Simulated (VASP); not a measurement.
Band structure of Cd₄S₃Te (ordered alloy cell). These are PBE GGA, VASP's PBE PAW potentials (set 64) (plane waves; VASP 6.6.1) values and carry that method's errors.

Unless said otherwise, spin-orbit coupling is left out, though it shifts the bands of the heavy elements here.

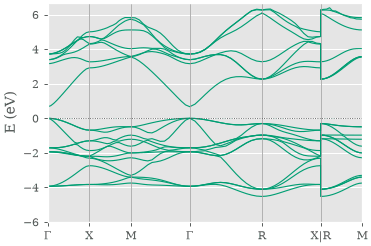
Figure: Bands along high-symmetry lines, zero at the valence-band maximum or, without a gap, the Fermi level

Q: Read the plot: is there a gap, and where are the band edges?

A: The gap is direct, 0.67 eV, from the valence maximum at Γ to the conduction minimum at Γ. (Edges off the drawn lines would not show.)

The structure was generated: Cd4S3Te was put into an ordered model structure (P-43m), which need not be its known phase. It was relaxed first, which changed the volume by +6 %.
